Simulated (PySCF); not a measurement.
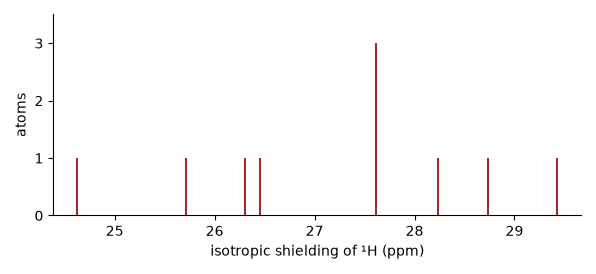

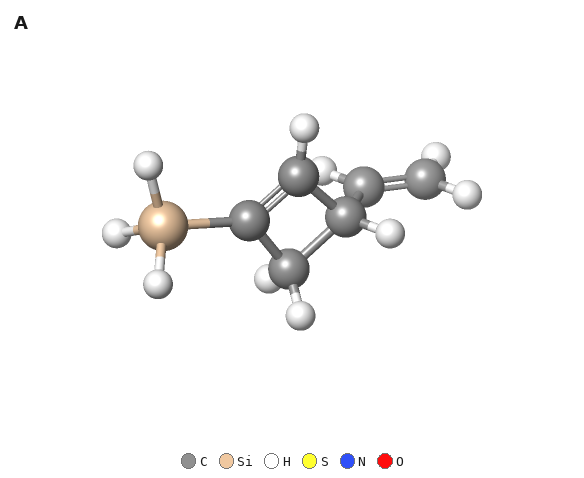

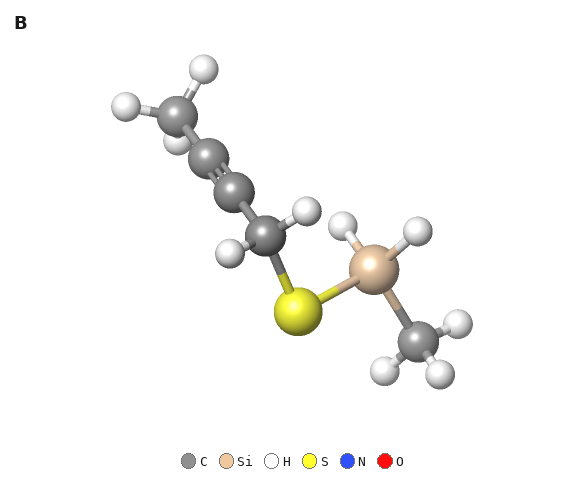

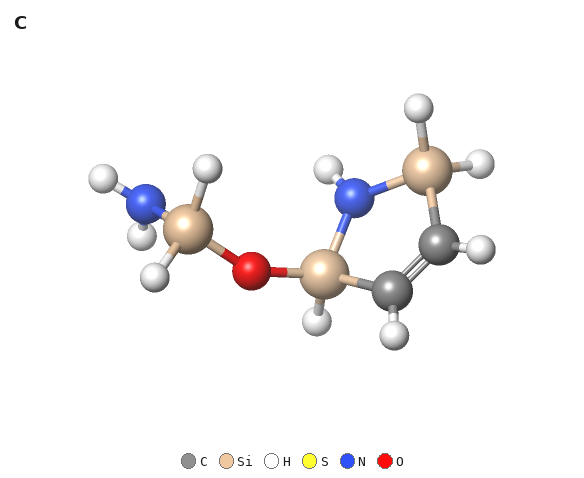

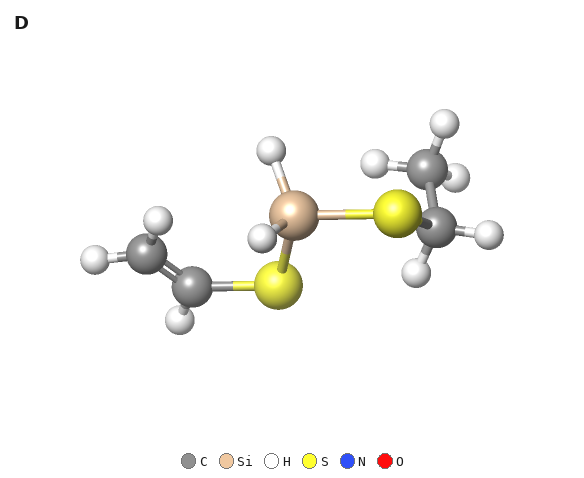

The sticks are computed shieldings of one of the molecules, for one fixed geometry (GFN2-xTB) without averaging over rotations. Low shielding means a high chemical shift. Method: GIAO PBE0/pcSseg-1 NMR shielding, non-relativistic, gas phase (PySCF 2.14.0).

Match the spectrum to a structure.

A, `C=C[C@H]1C=C([SiH3])C1`. Its 10 H atoms give lines at 24.62, 25.71, 26.31, 26.45, 27.62 (3 atoms), 28.24, 28.73, 29.43 ppm.

The geometry is semi-empirical. Around Si such bond lengths and angles can be off by a tenth of an ångström or more and by several degrees, and values that hang on the shape move with them.
